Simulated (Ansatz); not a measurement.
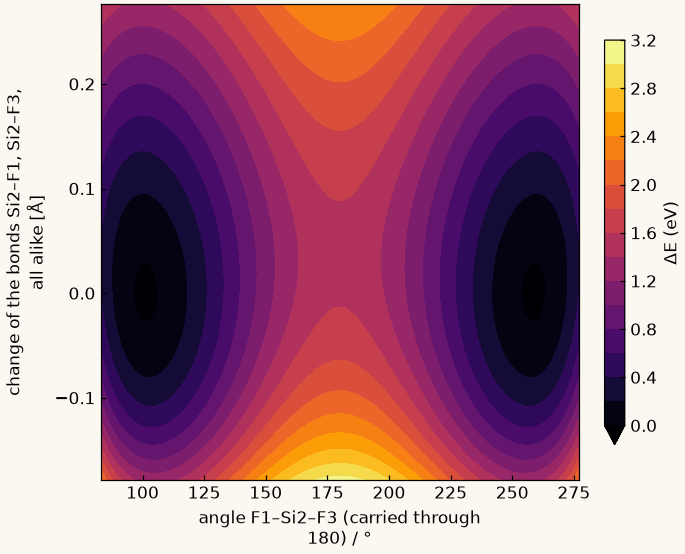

Energy landscape of F2Si, SMILES F[Si]F. The first coordinate is: angle F1–Si2–F3 (carried through 180); the second: change of the bonds Si2–F1, Si2–F3, all alike. Nothing is relaxed (all other coordinates rigid). The scan uses a 15 × 15 grid; 120 points were computed and 105 follow by symmetry. Points are written as (first, second). Energies are in eV, from the lowest grid point. The calculation used RKS PBE-D4/def2-TZVP (Ansatz).

The picture shows filled contours. Between grid points the surface is interpolated. 

> Where are the wells?

The lowest grid point is at (96.9°, 0.016 Å); the map holds 2 wells of about this depth. No other kind of well shows on this grid. The highest grid point, (180.0°, −0.179 Å), lies 3.07 eV above the lowest. On the interpolated surface the easiest way out of the lowest well to a well of about the same depth near (263.1°, 0.016 Å) passes a barrier of about 1.6 eV. Round the minimum the two coordinates are weakly coupled (coupling 0.08 in units of the two stiffnesses).

The values on the grid:

```csv
"second ↓, first →",83.1,96.9,110.8,124.6,138.5,152.3,166.2,180.0,193.8,207.7,221.5,235.4,249.2,263.1,276.9
0.276,1.56,1.36,1.41,1.60,1.86,2.13,2.32,2.39,2.32,2.13,1.86,1.60,1.41,1.36,1.56
0.244,1.32,1.12,1.17,1.37,1.65,1.93,2.14,2.21,2.14,1.93,1.65,1.37,1.17,1.12,1.32
0.211,1.10,0.88,0.94,1.16,1.45,1.75,1.96,2.04,1.96,1.75,1.45,1.16,0.94,0.88,1.10
0.179,0.90,0.66,0.73,0.96,1.27,1.58,1.81,1.90,1.81,1.58,1.27,0.96,0.73,0.66,0.90
0.146,0.72,0.46,0.53,0.78,1.11,1.44,1.68,1.76,1.68,1.44,1.11,0.78,0.53,0.46,0.72
0.114,0.57,0.29,0.36,0.62,0.97,1.32,1.57,1.66,1.57,1.32,0.97,0.62,0.36,0.29,0.57
0.081,0.46,0.15,0.22,0.49,0.86,1.23,1.49,1.59,1.49,1.23,0.86,0.49,0.22,0.15,0.46
0.049,0.39,0.05,0.12,0.41,0.79,1.17,1.45,1.55,1.45,1.17,0.79,0.41,0.12,0.05,0.39
0.016,0.38,0.00,0.06,0.36,0.76,1.16,1.45,1.55,1.45,1.16,0.76,0.36,0.06,0.00,0.38
−0.016,0.43,0.01,0.06,0.36,0.79,1.20,1.50,1.61,1.50,1.20,0.79,0.36,0.06,0.01,0.43
−0.049,0.56,0.08,0.12,0.43,0.87,1.30,1.61,1.72,1.61,1.30,0.87,0.43,0.12,0.08,0.56
−0.081,0.78,0.24,0.26,0.58,1.03,1.47,1.79,1.91,1.79,1.47,1.03,0.58,0.26,0.24,0.78
−0.114,1.12,0.50,0.51,0.82,1.28,1.74,2.07,2.19,2.07,1.74,1.28,0.82,0.51,0.50,1.12
−0.146,1.58,0.87,0.85,1.16,1.63,2.10,2.44,2.56,2.44,2.10,1.63,1.16,0.85,0.87,1.58
−0.179,2.21,1.41,1.35,1.65,2.12,2.60,2.94,3.07,2.94,2.60,2.12,1.65,1.35,1.41,2.21
```

The input of one point:

```yaml
crystal:
  periodic: [false, false, false]
  atoms:
    - { symbol: F, position_ang: [0.217945, 1.245636, 0.257421] }
    - { symbol: Si, position_ang: [-0.600262, -0.046817, -0.333042] }
    - { symbol: F, position_ang: [0.479098, -1.19126, 0.129318] }
basis:
  gaussian: { orbitals: def2-TZVP }
hamiltonian:
  xc: pbe
  dispersion: d4
output:
  forces: true
```

Each point was launched as `ansatz run input.yaml --threads 1 --pin off --max-ram 2560MiB --backend cpu --events-out ev --progress --plain --runs-dir out`. Time for the 120 points that were run: 4.4 min on 1 thread of Arm Neoverse N1, on a shared host.
